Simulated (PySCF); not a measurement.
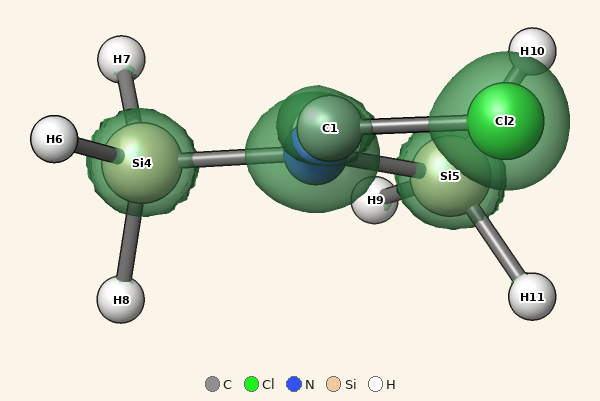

*CH$_{6}$ClNSi$_{2}$ (SMILES [SiH3]N([SiH3])[C]Cl). Isosurface of the total electron density at 1.5 e/Å³ (green), seen from one side.*

Geometry: PBE0-D3(BJ)/def2-SVP.

The calculation used PBE0/pcSseg-2, SCF density, gas phase, non-relativistic in PySCF.

```xyz
11

C    -0.5842    1.9445    0.1205
Cl    0.8094    3.0609    0.0863
N    -0.1374    0.6986    0.1766
Si   -1.4525   -0.5372    0.2197
Si    1.6056    0.1710    0.2178
H    -2.7586    0.1590    0.1615
H    -1.2526   -1.4452   -0.9462
H    -1.2932   -1.3190    1.4796
H     1.4916   -1.3162    0.2817
H     2.3034    0.5691   -1.0310
H     2.2772    0.6770    1.4418
```

Question: What does this surface tell about the bonding?

Answer: At this value the surface falls into ten separate pieces. It bridges the sampled C–N (1.32 Å) contacts, where the density stays above the isovalue. It is pinched off along the sampled C–Cl (1.79 Å), Si–N (1.81 Å) and Si–H (1.48 Å) contacts. On the grid the lowest density along these lines, outside the cores, is 2.4 e/Å³ (C–N, 1.32 Å), 1.2 e/Å³ (C–Cl, 1.79 Å), 0.8 e/Å³ (Si–N, 1.81 Å) and 0.84 e/Å³ (Si–H, 1.48 Å).
